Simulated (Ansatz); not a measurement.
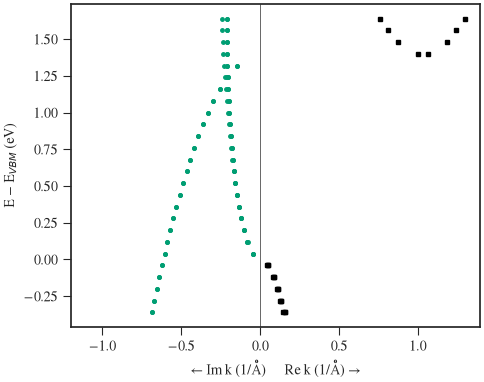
Figure. Complex bands at the centre of the two-dimensional zone; r2SCAN run with Ansatz (an electronic-structure program)

The gap is the functional's own, uncorrected, and κ follows it; spin-orbit coupling is left out. Mid-gap values are interpolated between the computed energies.

**Question.** This is BAs (F-43m, zinc blende, 2 atoms a cell, 14.0 Å³ an atom, -3 GPa at this level) along the normal of (001). Read off the slowest decay at the centre of the two-dimensional zone at 0.68 eV, the computed energy nearest the middle of the gap.

**Answer.** κ ≈ 0.17 1/Å, a decay length 1/(2κ) of the density of 2.9 Å.
